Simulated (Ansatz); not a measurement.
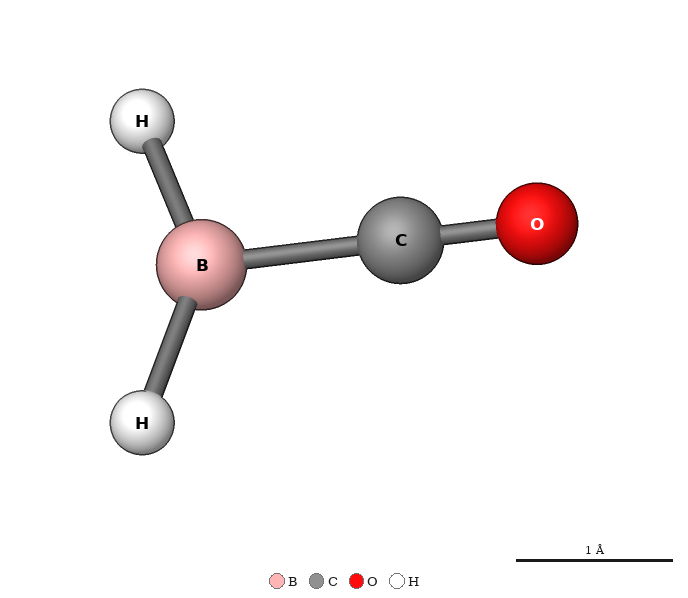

Starting geometry of the run.

The calculation was set up as follows.

```yaml
crystal:
  periodic: [false, false, false]
  atoms:
    - {symbol: B, position_ang: [-0.269953, 0.368414, -0.300261]}
    - {symbol: C, position_ang: [0.376153, -0.513348, 0.418385]}
    - {symbol: O, position_ang: [0.819189, -1.117963, 0.911151]}
    - {symbol: H, position_ang: [-0.825452, -0.216858, -1.229346]}
    - {symbol: H, position_ang: [-0.099937, 1.479755, 0.200071]}
basis:
  gaussian: {orbitals: def2-SVP}
total_charge: 1
hamiltonian: {xc: pbe, dispersion: d4}
relax: {f_tol: 0.03, max_steps: 250}
```

It was started with:

```sh
ansatz run in.yaml --threads 2 --pin off --events-out ev --progress --plain --max-ram 4352MiB
```

What the program printed (its end):

```
mean field -3775.22778465 eV, -138.7370621446 hartree, gradient 8.0e-6 eV, S^2 0.000000; 1 other end points of the search recorded, 0 dependent functions left out
the calculation of the forces begins
reference -3775.22780941 eV, -138.7370630545 hartree; 10, 10 occupied and 42, 42 virtual orbitals, 571 factors
Total energy: -3775.26608517 eV, -138.7384696629 hartree
Atom 0 at    -0.328300     0.448385    -0.365567 Å, force    -0.021433     0.025863    -0.019818 eV/Å
Atom 1 at     0.465587    -0.635324     0.517769 Å, force    -0.003616     0.006222    -0.005550 eV/Å
Atom 2 at     1.022506    -1.395538     1.137418 Å, force     0.020256    -0.027958     0.022903 eV/Å
Atom 3 at    -0.919843    -0.003722    -1.314575 Å, force    -0.003996    -0.017013    -0.011363 eV/Å
Atom 4 at    -0.239950     1.586200     0.024955 Å, force     0.008790     0.012886     0.013828 eV/Å
Dipole moment:    -0.256463     0.350225    -0.285520 e Å
```
